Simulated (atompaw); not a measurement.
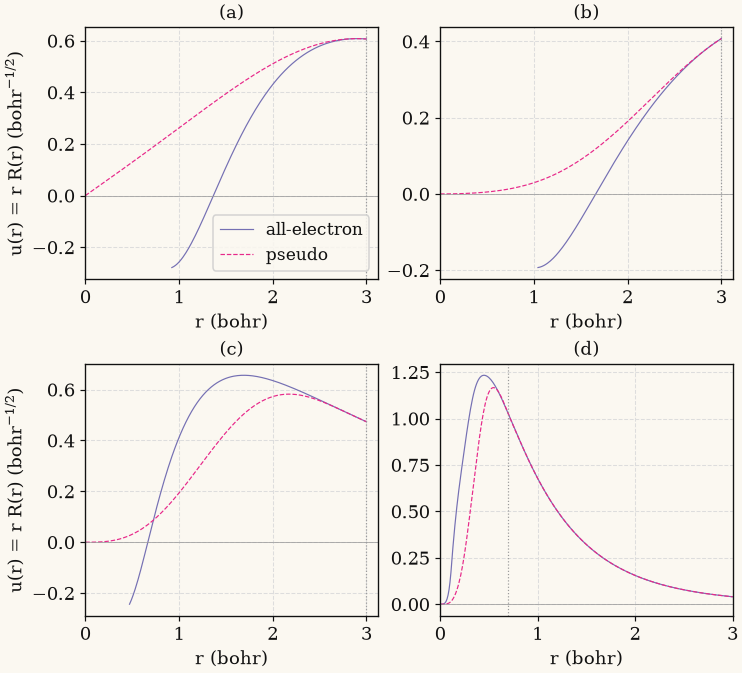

Pseudo-waves (dashed) against the all-electron radial functions (solid). Dotted lines mark the matching radii. The all-electron curves start outside the innermost oscillations, which aren't drawn.

atompaw 4.2.0.5, PBE, scalar-relativistic. The levels are (a) -5.11 eV, (b) -1.40 eV, (c) -2.69 eV, (d) -16.83 eV.

**Which element and which shells are these?**

Hafnium (Hf), core [Xe], valence 4f14 5d2 6s2 6p0 (neutral): (a) 6s, (b) 6p, (c) 5d, (d) 4f.

**Are the pseudo-waves norm-conserving?**

No. It is a PAW set: the norm inside the radius is free, and the augmentation charge carries the difference.

The potential isn't sound: its ghost test gives ghost states below the valence levels: s at -14.4 eV, p at -11.5 eV.
